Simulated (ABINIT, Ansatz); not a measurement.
# Ge2Sb2Te5 (P-3m1): changed settings of a GW run in ABINIT

Aim: change inputs of a GW run on Ge2Sb2Te5 (P-3m1) and see what moves.

Main program and level: ABINIT 10.8.3; PBE and many-body steps on it, plane waves.

## Step 1: The structure

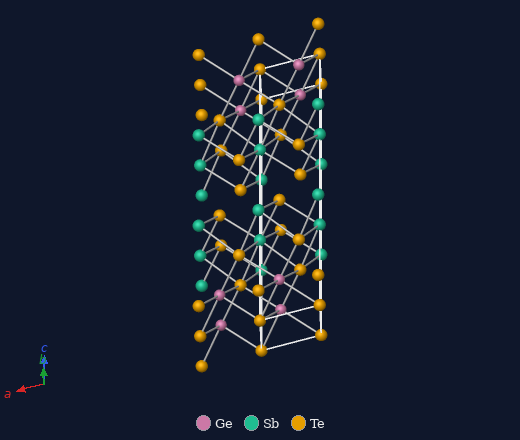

Start, viewed from a free direction; germanium pink, antimony teal, tellurium orange. 2×2×1 cells are drawn. Bonds to atoms that aren't drawn are left out. Some periodic images of atoms are drawn too.

The cell and positions are those that the Materials Project relaxed with its own functionals (PBE, PBE+U or r2SCAN), kept fixed. Spin-orbit coupling is left out unless a step names it.

## Step 2: Screening, 3×3×1 mesh, 186 bands, screening to 114.3 eV

This step: ABINIT 10.8.3; RPA screening on PBE, plane waves, norm-conserving pseudopotentials.

The RPA dielectric matrix is built and inverted for each q.

Contents of run.abi:

```
acell 3*1.0 Angstrom
rprim 
  4.294064424821 -0.000000000005 0.000000000000
  -2.147032212406 3.718768877384 0.000000000000
  0.000000000000 0.000000000000 17.101346000000
ntypat 3
znucl 32 51 52
natom 9
typat 1 1 2 2 3 3 3 3 3
xred 
  0.333333333333 0.666666666667 0.897105000000
  0.666666666667 0.333333333333 0.102895000000
  0.000000000000 0.000000000000 0.679932000000
  0.000000000000 0.000000000000 0.320068000000
  0.000000000000 0.000000000000 0.000000000000
  0.666666666667 0.333333333333 0.798458000000
  0.333333333333 0.666666666667 0.201542000000
  0.333333333333 0.666666666667 0.580108000000
  0.666666666667 0.333333333333 0.419892000000
pp_dirpath "pseudos"
pseudos "Ge.upf, Sb.upf, Te.upf"
ecut 56
ngkpt 3 3 1
nshiftk 1
shiftk 0 0 0
kptopt 1
chksymbreak 0
istwfk *1
occopt 1
irdwfk 1
optdriver 3
nband 186
ecuteps 4.2
inclvkb 2
awtr 1
symchi 1
indata_prefix "in"
outdata_prefix "out"
tmpdata_prefix "tmp"
```

Run with:

```
> OMP_NUM_THREADS=1 mpirun -n 4 abinit run.abi > log
```

Output:

```text
.Version 10.8.3 of ABINIT. v10.8.2 released Aug 2026.

 Symmetries : space group P-3 m 1 (#164); Bravais hP (primitive hexag.)
[... echo of the input left out ...]
== DATASET  1 ==================================================================
-   mpi_nproc: 4, omp_nthreads: 1 (-1 if OMP is not activated)

--- !DatasetInfo
iteration_state: {dtset: 1, }
dimensions: {natom: 9, nkpt: 3, mband: 186, nsppol: 1, nspinor: 1, nspden: 1, mpw: 37003, }
cutoff_energies: {ecut:  56.0, pawecutdg:  -1.0, }
electrons: {nelect:   2.10000000E+02, charge:   0.00000000E+00, occopt:   1.00000000E+00, tsmear:   1.00000000E-02, }

 SCREENING: Calculation of the susceptibility and dielectric matrices

 Based on a program developped by R.W. Godby, V. Olevano, G. Onida, and L. Reining.
 Incorporated in ABINIT by V. Olevano, G.-M. Rignanese, and M. Torrent.
.Using double precision arithmetic ; gwpc =  8

[... cell and pseudopotentials left out ...]
--------------------------------------------------------------------------------

 ==== K-mesh for the wavefunctions ====
 Number of points in the irreducible wedge :     3
[... list of points left out ...]
 Together with 12 symmetry operations and time-reversal symmetry
 yields     9 points in the full Brillouin Zone.

 ==== Q-mesh for the screening function ====
 Number of points in the irreducible wedge :     3
[... list of points left out ...]
 Together with 12 symmetry operations and time-reversal symmetry
 yields     9 points in the full Brillouin Zone.

 setmesh: FFT mesh size selected  =    32x   32x  144
          total number of points  =       147456

 vcoul_init : cutoff-mode = AUXILIARY_FUNCTION
 q-points for optical limit:   1
     1)      0.000010    0.000020    0.000030

- screening: taking advantage of time-reversal symmetry
- Maximum band index for partially occupied states nbvw = 105
- Remaining bands to be divided among processors   nbcw = 81
- Number of bands treated by each node ~20

 Number of electrons calculated from density =  210.0000; Expected =  210.0000
 average of density, n =  0.113953
 r_s =    1.2796
 omega_plasma =   32.5625 [eV]

 calculating chi0 at frequencies [eV] :
  1    0.000000E+00    0.000000E+00
  2    0.000000E+00    3.256251E+01

--------------------------------------------------------------------------------
  q-point number  1        q = ( 0.000000, 0.000000, 0.000000) [r.l.u.]
--------------------------------------------------------------------------------
[... chi0 elements left out ...]
 For q-point:  0.000010 0.000020 0.000030
  dielectric constant = 567.9558
  dielectric constant without local fields = 624.5996

  Average fulfillment of the sum rule on Im[epsilon] for q-point    1 :     25.41  [%]
[... wings left out ...]
  q-point number  2        q = ( 0.333333, 0.000000, 0.000000) [r.l.u.]
--------------------------------------------------------------------------------
[... chi0 elements left out ...]
  Average fulfillment of the sum rule on Im[epsilon] for q-point    2 :     23.27  [%]

 [... 1 further q-points ...]
```

Run time: 7.8 min. Hardware: 4 MPI ranks of Arm Neoverse V2, shared host; peak memory 7.3 GiB; 31 min of CPU time.

Numbers from this step:

```yaml
eps_infinity_with_local_fields_on_this_mesh_along_the_program_s_q_direction: 568.0
the_same_without_local_fields: 624.6
plasma_frequency: 32.56 eV
plane_waves_in_the_screening_matrix: 761
```

Local fields lower ε∞ by 9 %. The value itself is an artefact of the mesh, where one narrow direct gap carries too much weight.

## Step 3: Base

The self-energy is evaluated for the states that the input lists, and the levels follow from it, in one-shot runs by the linearised quasiparticle equation.

This step: G0W0 on PBE, plane waves, norm-conserving pseudopotentials.

run.abi, as its differences from that of step 2:

```diff
@@ -30,8 +30,15 @@
 irdwfk 1
-optdriver 3
+optdriver 4
 nband 186
+gwcalctyp 0
+ecutsigx 56
+symsigma 1
+nkptgw 1
+kptgw 
+  0.0000000000 0.0000000000 0.0000000000
+bdgw 
+  104 107
 ecuteps 4.2
-inclvkb 2
-awtr 1
-symchi 1
+irdscr 1
+ppmodel 1
 indata_prefix "in"
```

Output:

```text
.Version 10.8.3 of ABINIT. v10.8.2 released Aug 2026.

 Symmetries : space group P-3 m 1 (#164); Bravais hP (primitive hexag.)
[... echo of the input left out ...]
== DATASET  1 ==================================================================
-   mpi_nproc: 4, omp_nthreads: 1 (-1 if OMP is not activated)

--- !DatasetInfo
iteration_state: {dtset: 1, }
dimensions: {natom: 9, nkpt: 3, mband: 186, nsppol: 1, nspinor: 1, nspden: 1, mpw: 37003, }
cutoff_energies: {ecut:  56.0, pawecutdg:  -1.0, }
electrons: {nelect:   2.10000000E+02, charge:   0.00000000E+00, occopt:   1.00000000E+00, tsmear:   1.00000000E-02, }

 SIGMA: Calculation of the GW corrections

 Based on a program developped by R.W. Godby, V. Olevano, G. Onida, and L. Reining.
 Incorporated in ABINIT by V. Olevano, G.-M. Rignanese, and M. Torrent.
.Using double precision arithmetic ; gwpc =  8

[... cell and pseudopotentials left out ...]
--------------------------------------------------------------------------------

 ==== K-mesh for the wavefunctions ====
 Number of points in the irreducible wedge :     3
[... list of points left out ...]
 Together with 12 symmetry operations and time-reversal symmetry
 yields     9 points in the full Brillouin Zone.

 ==== Q-mesh for screening function ====
 Number of points in the irreducible wedge :     3
[... list of points left out ...]
 Together with 12 symmetry operations and time-reversal symmetry
 yields     9 points in the full Brillouin Zone.

 vcoul_init : cutoff-mode = AUXILIARY_FUNCTION
 q-points for optical limit:   1
     1)      0.000010    0.000020    0.000030
 setmesh: FFT mesh size selected  =    48x   48x  225
          total number of points  =       518400

 Number of electrons calculated from density =  210.0000; Expected =  210.0000
 average of density, n =  0.113953
 r_s =    1.2796
 omega_plasma =   32.5625 [eV]

 === KS Band Gaps ===
  >>>> For spin  1
   Minimum direct gap =   0.2753 [eV], located at k-point      :   0.0000  0.0000  0.0000
   Fundamental gap    =   0.2753 [eV], Top of valence bands at :   0.0000  0.0000  0.0000
                                       Bottom of conduction at :   0.0000  0.0000  0.0000
 SIGMA fundamental parameters:
 PLASMON POLE MODEL  1
 number of plane-waves for SigmaX                37003
 number of plane-waves for SigmaC and W            761
 number of plane-waves for wavefunctions         37003
 number of bands                                   186
 number of independent spin polarizations            1
 number of spinorial components                      1
 number of k-points in IBZ                           3
 number of q-points in IBZ                           3
 number of symmetry operations                      12
 number of k-points in BZ                            9
 number of q-points in BZ                            9
 number of frequencies for dSigma/dE                 9
 frequency step for dSigma/dE [eV]                0.25
 number of omega for Sigma on real axis              0
 max omega for Sigma on real axis  [eV]           0.00
 zcut for avoiding poles [eV]                     0.10

 EPSILON^-1 parameters (SCR file):
 dimension of the eps^-1 matrix on file            761
 dimension of the eps^-1 matrix used               761
 number of plane-waves for wavefunctions         37003
 number of bands                                   186
 number of q-points in IBZ                           3
 number of frequencies                               2
 number of real frequencies                          1
 number of imag frequencies                          1

 matrix elements of self-energy operator (all in [eV])

 Perturbative Calculation

--- !SelfEnergy_ee
iteration_state: {dtset: 1, }
kpoint     : [   0.000,    0.000,    0.000, ]
spin       : 1
KS_gap     :    0.275
QP_gap     :    0.258
Delta_QP_KS:   -0.017
data: !SigmaeeData |
     Band     E0 <VxcDFT>   SigX SigC(E0)      Z dSigC/dE  Sig(E)    E-E0       E
      104   6.395 -12.915 -13.829   1.570   0.780  -0.281 -12.403   0.512   6.907
      105   7.239 -13.099 -13.759   1.409   0.783  -0.277 -12.513   0.587   7.826
      106   7.515 -11.704  -8.550  -2.428   0.783  -0.277 -11.135   0.569   8.084
      107   7.515 -11.704  -8.550  -2.428   0.783  -0.277 -11.135   0.569   8.084

== END DATASET(S) ==============================================================
================================================================================

 -outvars: echo values of variables after computation  --------
           etotal      0.0000000000E+00
            nband         186
             nkpt           3
          spgroup         164
 [... the other variables as echoed above ...]

 Calculation completed.
```

Elapsed: 28 s, on 4 MPI ranks; peak memory 5.3 GiB.

This step gave:

```yaml
g0w0_gap_on_the_points_computed: 0.258 eV
starting_gap_on_the_mesh: 0.2751 eV
k_of_the_valence_top: 0, 0, 0
k_of_the_conduction_bottom: 0, 0, 0
z_at_the_valence_top: 0.783
z_at_the_conduction_bottom: 0.783
least_direct_g0w0_gap_on_the_computed_points: 0.258 eV
```

The gap on the mesh goes from 0.28 eV to 0.26 eV, a correction of −0.02 eV.

## Step 4: Smaller part of the screening matrix

run.abi, as its differences from that of step 3:

```diff
@@ -40,3 +40,3 @@
   104 107
-ecuteps 4.2
+ecuteps 1.1
 irdscr 1
```

Output:

```text
.Version 10.8.3 of ABINIT. v10.8.2 released Aug 2026.

 Symmetries : space group P-3 m 1 (#164); Bravais hP (primitive hexag.)
[... echo of the input left out ...]
== DATASET  1 ==================================================================
-   mpi_nproc: 4, omp_nthreads: 1 (-1 if OMP is not activated)

--- !DatasetInfo
iteration_state: {dtset: 1, }
dimensions: {natom: 9, nkpt: 3, mband: 186, nsppol: 1, nspinor: 1, nspden: 1, mpw: 37003, }
cutoff_energies: {ecut:  56.0, pawecutdg:  -1.0, }
electrons: {nelect:   2.10000000E+02, charge:   0.00000000E+00, occopt:   1.00000000E+00, tsmear:   1.00000000E-02, }

 SIGMA: Calculation of the GW corrections

 Based on a program developped by R.W. Godby, V. Olevano, G. Onida, and L. Reining.
 Incorporated in ABINIT by V. Olevano, G.-M. Rignanese, and M. Torrent.
.Using double precision arithmetic ; gwpc =  8

[... cell and pseudopotentials left out ...]
--------------------------------------------------------------------------------

 ==== K-mesh for the wavefunctions ====
 Number of points in the irreducible wedge :     3
[... list of points left out ...]
 Together with 12 symmetry operations and time-reversal symmetry
 yields     9 points in the full Brillouin Zone.

 ==== Q-mesh for screening function ====
 Number of points in the irreducible wedge :     3
[... list of points left out ...]
 Together with 12 symmetry operations and time-reversal symmetry
 yields     9 points in the full Brillouin Zone.

 vcoul_init : cutoff-mode = AUXILIARY_FUNCTION
 q-points for optical limit:   1
     1)      0.000010    0.000020    0.000030
 setmesh: FFT mesh size selected  =    48x   48x  225
          total number of points  =       518400

 Number of electrons calculated from density =  210.0000; Expected =  210.0000
[...]
number of k-points in IBZ                           3
 number of q-points in IBZ                           3
 number of symmetry operations                      12
 number of k-points in BZ                            9
 number of q-points in BZ                            9
 number of frequencies for dSigma/dE                 9
 frequency step for dSigma/dE [eV]                0.25
 number of omega for Sigma on real axis              0
 max omega for Sigma on real axis  [eV]           0.00
 zcut for avoiding poles [eV]                     0.10

 EPSILON^-1 parameters (SCR file):
 dimension of the eps^-1 matrix on file            761
 dimension of the eps^-1 matrix used                93
 number of plane-waves for wavefunctions         37003
 number of bands                                   186
 number of q-points in IBZ                           3
 number of frequencies                               2
 number of real frequencies                          1
 number of imag frequencies                          1

 matrix elements of self-energy operator (all in [eV])

 Perturbative Calculation

--- !SelfEnergy_ee
iteration_state: {dtset: 1, }
kpoint     : [   0.000,    0.000,    0.000, ]
spin       : 1
KS_gap     :    0.275
QP_gap     :    0.207
Delta_QP_KS:   -0.068
data: !SigmaeeData |
     Band     E0 <VxcDFT>   SigX SigC(E0)      Z dSigC/dE  Sig(E)    E-E0       E
      104   6.395 -12.915 -13.829   1.607   0.789  -0.268 -12.369   0.547   6.941
      105   7.239 -13.099 -13.759   1.450   0.792  -0.262 -12.473   0.626   7.865
      106   7.515 -11.704  -8.550  -2.448   0.790  -0.265 -11.146   0.558   8.072
      107   7.515 -11.704  -8.550  -2.448   0.790  -0.265 -11.146   0.558   8.072

== END DATASET(S) ==============================================================
================================================================================

 -outvars: echo values of variables after computation  --------
           etotal      0.0000000000E+00
            nband         186
             nkpt           3
          spgroup         164
 [... the other variables as echoed above ...]

 Calculation completed.
```

Run time: 16 s. Hardware: 4 MPI ranks; peak memory 5 GiB.

This step gave:

```
G0W0 gap on the points computed              : 0.2070 eV
starting gap on the mesh                     : 0.2751 eV
k of the valence top                         : 0, 0, 0
k of the conduction bottom                   : 0, 0, 0
Z at the valence top                         : 0.792
Z at the conduction bottom                   : 0.79
least direct G0W0 gap on the computed points : 0.2070 eV
```

## Step 5: More bands than the file holds

run.abi, as its differences from that of step 4:

```diff
@@ -31,3 +31,3 @@
 optdriver 4
-nband 186
+nband 909
 gwcalctyp 0
@@ -40,3 +40,3 @@
   104 107
-ecuteps 1.1
+ecuteps 4.2
 irdscr 1
@@ -46 +46,2 @@
 tmpdata_prefix "tmp"
+gwmem 10
```

Output:

```text
.Version 10.8.3 of ABINIT. v10.8.2 released Aug 2026.

 Symmetries : space group P-3 m 1 (#164); Bravais hP (primitive hexag.)
================================================================================
 Values of the parameters that define the memory need of the present run
     intxc =       0    ionmov =       0      iscf =       7    lmnmax =       8
     lnmax =       8     mgfft =     225  mpssoang =       4    mqgrid =   10887
     natom =       9  nloc_mem =       1    nspden =       1   nspinor =       1
    nsppol =       1      nsym =      12    n1xccc =    2501    ntypat =       3
    occopt =       1   xclevel =       2
-    mband =         909        mffmem =           1         mkmem =           1
       mpw =       37003          nfft =      810000          nkpt =           3
================================================================================
  Rough estimation (10% accuracy) of disk space for files :
================================================================================

--------------------------------------------------------------------------------
------------- Echo of variables that govern the present computation ------------
--------------------------------------------------------------------------------
 -outvars: echo values of preprocessed input variables --------
            acell      1.8897261259E+00  1.8897261259E+00  1.8897261259E+00 Bohr

             bdgw         104     107
      chksymbreak           0
             ecut      5.60000000E+01 Hartree
          ecuteps      4.20000000E+00 Hartree
         ecutsigx      5.60000000E+01 Hartree
          ecutwfn      5.60000000E+01 Hartree
-          fftalg         312
            gwmem          10
           irdscr           1
           irdwfk           1

[...]
R(1)=  8.1146057  0.0000000  0.0000000  G(1)=  0.1232346  0.0711495  0.0000000
 R(2)= -4.0573029  7.0274547  0.0000000  G(2)=  0.0000000  0.1422990  0.0000000
 R(3)=  0.0000000  0.0000000 32.3168603  G(3)=  0.0000000  0.0000000  0.0309436
 Unit cell volume ucvol=  1.8428697E+03 bohr^3
 Angles (23,13,12)=  9.00000000E+01  9.00000000E+01  1.20000000E+02 degrees

--- Pseudopotential description ------------------------------------------------
- Ge Generated using ONCVPSP code by D. R. Hamann
- 32.00000  22.00000  171031                  znucl, zion, pspdat
12 -101130 2 -1 1560                          pspcod,pspxc,lmax,lloc,mmax
     nproj     2     2     2     0
  pspatm : epsatm=   22.66992952
         --- l  ekb(1:nproj) -->
[...]
pspatm: atomic psp has been read  and splines computed

- Sb Generated using ONCVPSP code by D. R. Hamann
- 51.00000  23.00000  171031                  znucl, zion, pspdat
12 -101130 2 -1 1434                          pspcod,pspxc,lmax,lloc,mmax
     nproj     2     2     2     0
  pspatm : epsatm=   28.08836290
         --- l  ekb(1:nproj) -->
[...]
pspatm: atomic psp has been read  and splines computed

- Te Generated using ONCVPSP code by D. R. Hamann
- 52.00000  24.00000  220131                  znucl, zion, pspdat
12 -101130 3 -1 1294                          pspcod,pspxc,lmax,lloc,mmax
     nproj     2     2     2     2
  pspatm : epsatm=   28.89495404
         --- l  ekb(1:nproj) -->
[...]
2   -3.247931   -0.911641
             3  -10.500497   -3.450012
 pspatm: atomic psp has been read  and splines computed

   5.16581846E+04                                ecore*ucvol(ha*bohr**3)
--------------------------------------------------------------------------------

--- !ERROR
message: |
    Number of bands stored WFK file is less than required.
    WFK mband: 333, self-energy nband: 909

--- !ERROR
message: |
    Number of bands stored WFK file is less than required.
    WFK mband: 333, self-energy nband: 909

--- from the log ---
Number of bands stored WFK file is less than required.
    WFK mband: 333, self-energy nband: 909
```

Wall time 8.2 s (4 MPI ranks); peak memory 0.22 GiB.

The run stopped with an error after 8.2 s.

The program's words: Number of bands stored WFK file is less than required. WFK mband: 333, self-energy nband: 909

The fault put into this input: more bands than the file holds.

## Step 6: The runs together

Times are wall times on 4 MPI ranks of Arm Neoverse V2, shared host, good to a factor of about two. A run's time includes the screening step that it read.

| run | mesh | bands | screening cutoff (eV) | DFT gap (eV) | gap on the mesh (eV) | direct (eV) | ε∞ used | time |
| --- | --- | --- | --- | --- | --- | --- | --- | --- |
| base | 3×3×1 | 186 | 114.3 | 0.275 | 0.258 | 0.258 | 567.96 | 8.3 min |
| smaller part of the screening matrix | 3×3×1 | 186 | 29.9 | 0.275 | 0.207 | 0.207 | 567.96 | 8.1 min |

## Step 7: Results

* base: 0.258 eV
* smaller part of the screening matrix: 0.207 eV
* known limits: not at the basis limit; model gap, bands may invert with spin-orbit coupling; screening runs away on this mesh; no spin-orbit coupling; coarse k mesh

Smaller part of the screening matrix: −0.051 eV against base (keys changed: ecuteps). Bands and cutoff are finite, so the gap is not at the basis limit. The miss can reach some tenths of an eV and take either sign; the mesh is an error of its own. In the G0W0 runs levels were corrected at 1 k point alone, so a gap called «on the mesh» is the least over those, and an edge elsewhere would be missed. The 3×3×1 mesh is coarse for this cell, which bears on the long-range parts of exchange and screening. With atoms this heavy and so narrow a gap, spin-orbit coupling can invert the bands. These scalar-relativistic gaps are then model values, not to be set against experiment, and a spin-orbit change taken from DFT can't simply be added. For the PBE start: On this mesh the RPA ε∞ passes 90, more than nearly any semiconductor shows; a coarse mesh does this where one point with a narrow direct gap carries much weight. The screening is then too strong, and the G0W0 gap should not be taken as the material's.

[Paths, hosts, dates, memory and timing lines, banners, echoed tables and standing remarks are left out of the program output.]

[Logs are printed without paths, hosts, clocks, repeated set-up lines and the standing remarks that a program may print on its own settings, such as how far it seeks lower states.]

[Runs of the session that timed out or met a known fault of the program may be left out.]

[Hosts, paths, dates, database ids (printed as entryN), source tags and the programs' standing remarks are cut or masked in the printed files.]

[G0W0 gaps are taken among the corrected bands and points alone; a level outside them can change the order at an edge.]

[Where Ansatz stands beside ABINIT at settings called matched, ABINIT's density can come from a denser mesh and the files from another edition; pairs whose starting gaps differed by over 0.03 eV were left out, so agreement reads better than it is.]
